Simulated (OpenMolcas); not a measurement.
**W³⁺ among point charges: CASSCF levels and susceptibility**

Aim: the splitting of the states of W³⁺ in the field of 5 point charges, its lowest levels with spin-orbit coupling and its magnetic susceptibility.

Method: state-averaged CASSCF, spin-orbit coupling by RASSI with atomic mean-field integrals. Code: OpenMolcas 26.06.

1 further run of the same task is left out (it didn't finish).

**1. The atom as given**

| Quantity | Value |
| --- | --- |
| Species | W³⁺ (tungsten, Z = 74, 71 electrons) |
| Basis | ANO-RCC-VTZP [8s7p5d3f2g1h], 104 functions |
| Scalar Hamiltonian | DKH2, point nucleus |
| Inactive shells | 1s 2s 2p 3s 3p 3d 4s 4p 4d 4f 5s 5p |
| Active space | 3 electrons in 5 orbitals (5d) |
| Some configurations of this space | 5d3 |
| Orbitals | optimised for each spin and parity, averaged over all roots |

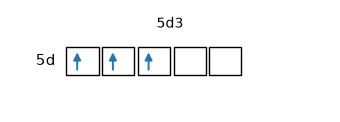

The shells outside the core, filled by Hund's rule for the drawing.

The ion sits among 5 point charges of -2 e arranged as a trigonal bipyramid (D3h), 2.22 Å from the ion, with the axial distance 2.242 Å. The active orbitals were held to one l.

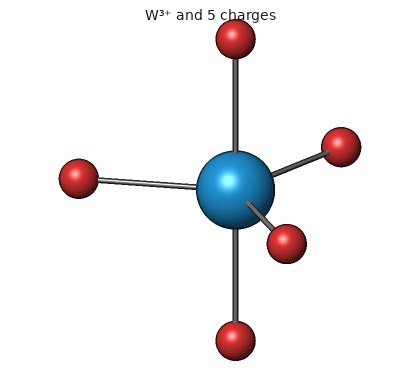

The ion and the point charges (red).

Each step is its own input file, run in one work folder so that later steps find the files of earlier ones. Labels, J, g values, rates, χT and fits are worked out afterwards by a script from the matrices that RASSI stores.

**2. Basis and integrals**

The input, a.inp:

```
&GATEWAY
Coord
1

W 0.0 0.0 0.0
Basis=ANO-RCC-VTZP
Group=NoSym
NoMove
AngMom=0.0 0.0 0.0
AMFI
XField
5 Angstrom 0
2.220000 0.000000 0.000000 -2.000000
-1.110000 1.922576 0.000000 -2.000000
-1.110000 -1.922576 0.000000 -2.000000
0.000000 0.000000 2.242200 -2.000000
0.000000 0.000000 -2.242200 -2.000000
&SEWARD
```

On the command line:

```sh
> OMP_NUM_THREADS=1 MOLCAS_MEM=1689 MOLCAS_PROJECT=a pymolcas a.inp > a.log
```

Log:

```text
Basis set label: W.ANO-RCC...8S7P5D3F2G1H.

      Electronic valence basis set:
      ------------------
      Associated Effective Charge  74.000000 au
      Associated Actual Charge     74.000000 au
      Nuclear Model: Point charge

      Shell  nPrim  nBasis  Cartesian Spherical Contaminant
         s      24       8        X
         p      21       7        X
         d      15       5                 X
         f      11       3                 X
         g       4       2                 X
         h       2       1                 X
                  Relativistic Douglas-Kroll-Hess integrals:
                    - DKH order of Hamiltonian: 2
                    - DKH order of Properties : 0
                  Atomic mean-field integrals
```

**3. Reference wave functions, quartets, 10 roots**

The input, a.inp:

```
&RASSCF
FileOrb=start.orb
Symmetry=1
Spin=4
nActEl=3 0 0
Inactive=34
Ras2=5
CIRoot=10 10 1
SDav=10
CIMx=300
Iter=120 100
PrWF=0.3
OrbListing=Nothing
MaxOrb=0
SupSym
1
25 10 11 12 13 14 19 20 21 22 23 35 36 37 38 39 52 53 54 55 56 57 58 59
60 61
>>> COPY $Project.JobIph JOB001
```

start.orb holds the contracted functions of the basis, ordered by shell, or the orbitals of the step before.

Log, cut to the lines that bear on the results:

```text
[...]
      Number of active orbitals                  5
[...]
      Spin quantum number                      1.5
[...]
      Active orbitals                            5
[...]
      Number of CSFs                            10
      Number of root(s) required                10
[...]
      Convergence after 10 iterations
[...]
      Natural orbitals and occupation numbers for root  1
      sym 1:   0.000000   1.000000   0.000000   1.000000   1.000000
      Natural orbitals and occupation numbers for root  2
      sym 1:   1.000000   1.000000   0.000000   1.000000  -0.000000
      Natural orbitals and occupation numbers for root  3
      sym 1:   1.000000   0.883547   0.883547   0.116453   0.116453
::    RASSCF root number  1 Total energy: -16132.83994072
::    RASSCF root number  2 Total energy: -16132.83994070
::    RASSCF root number  3 Total energy: -16132.81649694
[...]
::    RASSCF root number  7 Total energy: -16132.78759274
::    RASSCF root number  8 Total energy: -16132.75650360
::    RASSCF root number  9 Total energy: -16132.75650359
::    RASSCF root number 10 Total energy: -16132.74235019
```

**4. CASSCF: doublets, 40 roots**

The input, a.inp:

```
&RASSCF
FileOrb=start.orb
Symmetry=1
Spin=2
nActEl=3 0 0
Inactive=34
Ras2=5
CIRoot=40 40 1
SDav=40
CIMx=300
Iter=120 100
PrWF=0.3
OrbListing=Nothing
MaxOrb=0
SupSym
1
25 10 11 12 13 14 19 20 21 22 23 35 36 37 38 39 52 53 54 55 56 57 58 59
60 61
>>> COPY $Project.JobIph JOB002
```

On the command line:

```sh
> OMP_NUM_THREADS=1 MOLCAS_MEM=1689 MOLCAS_PROJECT=a pymolcas a.inp > a.log
```

Log, cut to the lines that bear on the results:

```text
[...]
      Number of active orbitals                  5
[...]
      Spin quantum number                      0.5
[...]
      Active orbitals                            5
[...]
      Number of CSFs                            40
      Number of root(s) required                40
[...]
      Convergence after  8 iterations
[...]
      Natural orbitals and occupation numbers for root  1
      sym 1:   0.508819   0.982360   0.508821   0.982360   0.017640
      Natural orbitals and occupation numbers for root  2
      sym 1:   0.508819   0.982360   0.508821   0.982360   0.017640
      Natural orbitals and occupation numbers for root  3
      sym 1:   0.302568   1.479165   0.304683   0.895572   0.018011
::    RASSCF root number  1 Total energy: -16132.77991748
::    RASSCF root number  2 Total energy: -16132.77991748
::    RASSCF root number  3 Total energy: -16132.77805108
[...]
::    RASSCF root number 27 Total energy: -16132.69029779
::    RASSCF root number 28 Total energy: -16132.69029779
::    RASSCF root number 29 Total energy: -16132.68661302
::    RASSCF root number 30 Total energy: -16132.68661301
```

**5. RASSI: spin-orbit coupling between the states**

The input, a.inp:

```
&RASSI
NrOfJobIphs=2 10 40
1 2 3 4 5 6 7 8 9 10
1 2 3 4 5 6 7 8 9 10 11 12 13 14 15 16 17 18 19 20 21 22 23 24 25 26 27
28 29 30 31 32 33 34 35 36 37 38 39 40
IphNames
JOB001
JOB002
EJob
SpinOrbit
DIPRint=1.0
SOCoupling=1000.0
Subsets=2
Property=9
'ANGMOM' 1 'ANGMOM' 2 'ANGMOM' 3 'MLTPL  1' 1 'MLTPL  1' 2 'MLTPL  1' 3
'AMFI' 1 'AMFI' 2 'AMFI' 3
SOProperty=3
'ANGMOM' 1 'ANGMOM' 2 'ANGMOM' 3
```

On the command line:

```sh
> OMP_NUM_THREADS=1 MOLCAS_MEM=1689 MOLCAS_PROJECT=a pymolcas a.inp > a.log
```

Log:

```text
SPIN-FREE ENERGIES:
  (Shifted by EMIN (a.u.) =     -16132.8399407155)

 SF State       Relative EMIN(au)   Rel lowest level(eV)    D:o, cm**(-1)      L_eff

     1             0.0000000000        0.0000000000              0.0000         3.0
     2             0.0000000173        0.0000004702              0.0038         3.0
     3             0.0234437778        0.6379376929           5145.3145         2.8
     4             0.0234437813        0.6379377876           5145.3153         2.8
     5             0.0489632376        1.3323575714          10746.1885         3.0
     6             0.0489632376        1.3323575714          10746.1885         3.0
     7             0.0523479707        1.4244608486          11489.0516         3.0
    11             0.0600232355        1.6333154456          13173.5775         4.3
    12             0.0600232355        1.6333154456          13173.5775         4.3
    13             0.0618896340        1.6841027349          13583.2046         4.0
    14             0.0618896348        1.6841027563          13583.2048         4.0
    15             0.0630104182        1.7146008274          13829.1883         3.8
    16             0.0630104347        1.7146012773          13829.1919         3.8
    17             0.0669629092        1.8221535855          14696.6598         3.5
    18             0.0765093109        2.0819244100          16791.8528         3.1
    19             0.0795058171        2.1634634969          17449.5099         5.0
    20             0.0795058171        2.1634634969          17449.5099         5.0
    21             0.0822224329        2.2373863802          18045.7382         4.1
    22             0.0822224329        2.2373863802          18045.7382         4.1
     8             0.0834371175        2.2704396328          18312.3306         1.4
     9             0.0834371235        2.2704397935          18312.3319         1.4
    23             0.0875952426        2.3835879786          19224.9336         4.0
    24             0.0875952519        2.3835882318          19224.9356         4.0
    25             0.0898087183        2.4438197215          19710.7353         2.0
    26             0.0898087183        2.4438197215          19710.7353         2.0
    10             0.0975905222        2.6555733949          21418.6439         1.0
    27             0.1086932009        2.9576926722          23855.4002         3.3
    28             0.1086932028        2.9576927226          23855.4006         3.3
    29             0.1170899173        3.1861789658          25698.2664         4.8
    30             0.1170899173        3.1861789658          25698.2664         4.8
    31             0.1229446336        3.3454939109          26983.2281         4.0
    32             0.1231662835        3.3515253133          27031.8747         4.7
    33             0.1231662835        3.3515253133          27031.8747         4.7
    34             0.1239835057        3.3737630605          27211.2342         2.7
    35             0.1288310527        3.5056715359          28275.1478         3.7
    36             0.1288310588        3.5056717003          28275.1491         3.7
    37             0.1496429254        4.0719914413          32842.8259         3.5
    38             0.1496429300        4.0719915681          32842.8269         3.5
    39             0.1533277004        4.1722592775          33651.5405         2.7
    40             0.1533277034        4.1722593606          33651.5412         2.7
Eigenvalues of complex Hamiltonian:
   -----------------------------------
  (Shifted by EMIN (a.u.) =     -16132.8399407155)

 SO State       Relative EMIN(au)   Rel lowest level(eV)    D:o, cm**(-1)     J-value

     1            -0.0218880580        0.0000000000              0.0000         2.0
     2            -0.0218880580        0.0000000000              0.0000         2.0
     3            -0.0170969095        0.1303737930           1051.5356         1.9
     4            -0.0170969095        0.1303737930           1051.5356         1.9
     5            -0.0053514357        0.4499844169           3629.3691         2.1
     6            -0.0053514357        0.4499844169           3629.3691         2.1
     7             0.0064780610        0.7718814194           6225.6435         2.4
     8             0.0064780610        0.7718814194           6225.6435         2.4
     9             0.0071819604        0.7910354999           6380.1316         2.4
    10             0.0071819604        0.7910354999           6380.1316         2.4
    11             0.0165900917        1.0470437932           8444.9777         3.1
    12             0.0165900917        1.0470437932           8444.9777         3.1
    13             0.0170949762        1.0607824015           8555.7871         2.6
    14             0.0170949762        1.0607824015           8555.7871         2.6
    15             0.0259278415        1.3011369103          10494.3769         3.1
    16             0.0259278415        1.3011369103          10494.3769         3.1
    17             0.0288950978        1.3818800673          11145.6144         2.8
    18             0.0288950978        1.3818800673          11145.6144         2.8
    19             0.0379961947        1.6295335293          13143.0743         3.4
    20             0.0379961947        1.6295335293          13143.0743         3.4
    21             0.0385696434        1.6451378637          13268.9317         2.4
    22             0.0385696434        1.6451378637          13268.9317         2.4
    23             0.0417764498        1.7323995113          13972.7444         2.7
    24             0.0417764498        1.7323995113          13972.7444         2.7
    25             0.0462998043        1.8554862597          14965.5060         1.9
    26             0.0462998043        1.8554862597          14965.5060         1.9
    27             0.0464791057        1.8603652991          15004.8581         2.7
    28             0.0464791057        1.8603652991          15004.8581         2.7
    29             0.0495987441        1.9452549842          15689.5395         3.5
    30             0.0495987441        1.9452549842          15689.5395         3.5
    31             0.0580274327        2.1746112839          17539.4229         2.6
    32             0.0580274327        2.1746112839          17539.4229         2.6
    33             0.0594780174        2.2140837042          17857.7894         3.4
    34             0.0594780174        2.2140837042          17857.7894         3.4
    35             0.0614629170        2.2680955738          18293.4245         2.8
    36             0.0614629170        2.2680955738          18293.4245         2.8
    37             0.0619677431        2.2818325921          18404.2210         2.2
    38             0.0619677431        2.2818325921          18404.2210         2.2
    39             0.0639301271        2.3352317828          18834.9145         3.6
    40             0.0639301271        2.3352317828          18834.9145         3.6
    41             0.0708334755        2.5230814619          20350.0244         1.8
Weights of the five most important spin-orbit-free states for each spin-orbit state.

 SO State  Total energy (au)           Spin-free states, spin, and weights
 -------------------------------------------------------------------------------------------------------
    1        -0.021888       1 1.5  0.4039    2 1.5  0.4039    3 1.5  0.0616    4 1.5  0.0616   26 0.5  0.0164
    2        -0.021888       1 1.5  0.4039    2 1.5  0.4039    3 1.5  0.0616    4 1.5  0.0616   26 0.5  0.0164
    3        -0.017097       1 1.5  0.3844    2 1.5  0.3844    4 1.5  0.0449    3 1.5  0.0449    6 1.5  0.0305
    4        -0.017097       1 1.5  0.3844    2 1.5  0.3844    4 1.5  0.0449    3 1.5  0.0449    6 1.5  0.0305
    5        -0.005351       2 1.5  0.4228    1 1.5  0.4228    3 1.5  0.0332    4 1.5  0.0332    5 1.5  0.0247
    6        -0.005351       2 1.5  0.4228    1 1.5  0.4228    3 1.5  0.0332    4 1.5  0.0332    6 1.5  0.0247
    7         0.006478       3 1.5  0.3532    4 1.5  0.3532    7 1.5  0.1212   17 0.5  0.0479    1 1.5  0.0420
    8         0.006478       3 1.5  0.3532    4 1.5  0.3532    7 1.5  0.1212   17 0.5  0.0479    1 1.5  0.0420
    9         0.007182       2 1.5  0.4603    1 1.5  0.4603   21 0.5  0.0222   22 0.5  0.0222    5 1.5  0.0147
   10         0.007182       2 1.5  0.4603    1 1.5  0.4603   21 0.5  0.0222   22 0.5  0.0222    5 1.5  0.0147
   11         0.016590       3 1.5  0.4150    4 1.5  0.4150    2 1.5  0.0374    1 1.5  0.0374   26 0.5  0.0161
   12         0.016590       3 1.5  0.4150    4 1.5  0.4150    2 1.5  0.0374    1 1.5  0.0374   26 0.5  0.0161
```

These steps took 22 s in all on 1 thread of Arm Neoverse V1, shared host.

States without spin-orbit coupling:

```
  state  degeneracy  E (cm-1)  free-ion L (%)
     4E           2         0         F (100)
     4E           2      5145          F (86)
quartet           2     10746         F (100)
    4A2           1     11489          F (99)
     2E           2     13174          G (73)
     2E           2     13583          G (52)
     2E           2     13829          G (71)
    2A1           1     14697          G (72)
    2A2           1     16792          P (58)
     2E           2     17450         H (100)
doublet           2     18046          G (73)
     4E           2     18312          P (86)
     2E           2     19225          H (56)
     2E           2     19711          D (54)
    4A2           1     21419          P (99)
     2E           2     23855          G (44)
doublet           2     25698          H (77)
    2A2           1     26983          H (63)
     2E           2     27032          H (73)
    2A1           1     27211          D (72)
     2E           2     28275          H (46)
     2E           2     32843          F (42)
     2E           2     33652          F (65)
     2E           2     34441          F (51)
```

With spin-orbit coupling:

```tsv
E (cm-1)	Degeneracy	Label	2S+1	g
0.0	2	E1/2	4	0.46 0.46 1.57
1052	2	E3/2	4	0.00 0.00 2.13
3629	2	E1/2	4	0.00 0.00 6.03
6226	2	E1/2	4	2.35 3.04 3.04
6380	2	E1/2	4	0.00 0.00 9.84
8445	2	E1/2	4	1.32 4.32 4.32
8556	2	E3/2	4	0.00 0.00 3.32
10494	2	E1/2	4	0.00 0.00 7.49
11146	2	E3/2	4	0.00 0.00 1.10
13143	2	E3/2	2	0.00 0.00 4.43
13269	2	E1/2	2	0.00 0.00 6.70
13973	2	E1/2	4	0.00 0.00 4.21
14966	2	E3/2	2	0.00 0.00 10.35
15005	2	E1/2	2	0.72 0.72 1.98
15690	2	E1/2	4	1.82 4.41 4.41
17539	2	E3/2	2	0.00 0.00 2.64
17858	2	E1/2	2	0.00 0.00 6.02
18293	2	E1/2	2	0.57 1.49 1.49
18404	2	E1/2	4	0.00 0.00 7.36
18835	2	E3/2	4	0.00 0.00 4.71
20350	2	E3/2	2	0.00 0.00 9.64
20558	2	E1/2	2	0.53 0.53 1.26
21202	2	E3/2	4	0.00 0.00 3.79
21506	2	E1/2	2	0.00 0.00 7.85
```

The table of states holds 24 of 29 computed; the rest, higher up, is left out. Labels of spin-orbit levels are those of the rotation subgroup (D3 for D3h). Principal g values are given for doublets only; a zero marks a field direction without first-order Zeeman splitting.

Powder χT (cm³ K/mol): 0.09 at 2 K, 0.09 at 5 K, 0.09 at 10 K, 0.10 at 20 K, 0.11 at 50 K, 0.12 at 100 K, 0.14 at 150 K, 0.15 at 200 K, 0.17 at 250 K, 0.19 at 300 K.

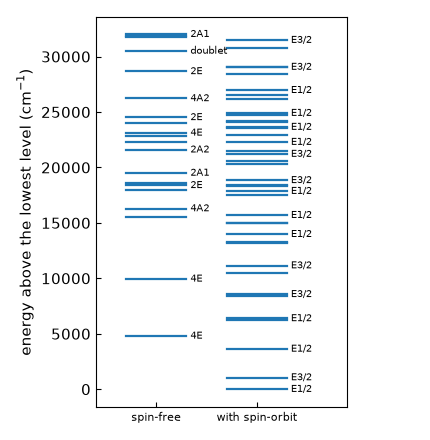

The states in the field without (left) and with (right) spin-orbit coupling.

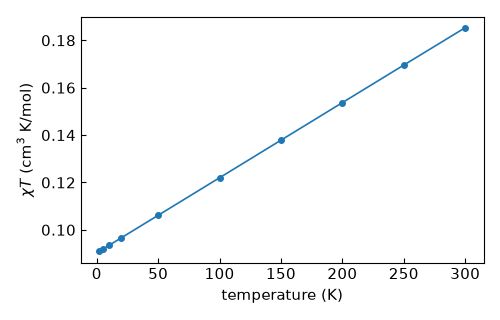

χT against temperature.

**6. Results**

| quantity | value |
| --- | --- |
| method | CASSCF |
| spin-free ground state | 4E, 2-fold in its orbital part |
| first state of the same spin within the active space | 4E at 5150 cm⁻¹ |
| lowest level | 2-fold E1/2, g = 0.46, 0.46, 1.57 |
| next level | 1051.5 cm⁻¹ |
| χT at 300 K | 0.19 cm³ K/mol |
| effective moment at 300 K | 1.22 μB |

What this shows: The spin-free ground state (4E) comes to 100 % from free-ion F terms and keeps the highest spin of the shell. χT at 300 K is 0.19, against 1.88 cm³ K/mol for the spin alone, so spin-orbit coupling lowers it. The field of point charges can differ much from that of real complexes. Point charges carry no covalency, so the field is a model and not that of real ligands.
